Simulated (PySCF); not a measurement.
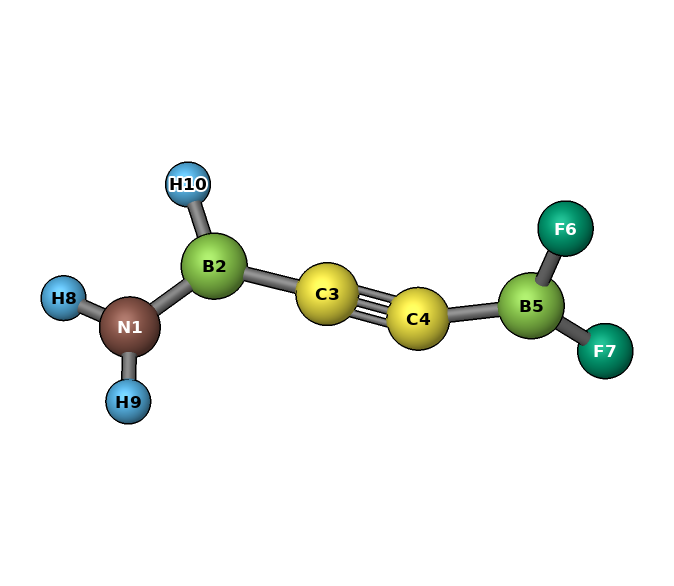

The questions are on isotropic NMR shieldings of the H atoms. Geometry: a frame of a GFN2-xTB molecular-dynamics simulation, not a minimum. Level of theory: GIAO PBE0/pcSseg-1 NMR shielding, non-relativistic, gas phase (PySCF 2.14.0).

List the isotropic NMR shieldings of the H atoms.

```
atom  σ (ppm)
  H8    26.04
  H9    25.73
 H10    26.87
```
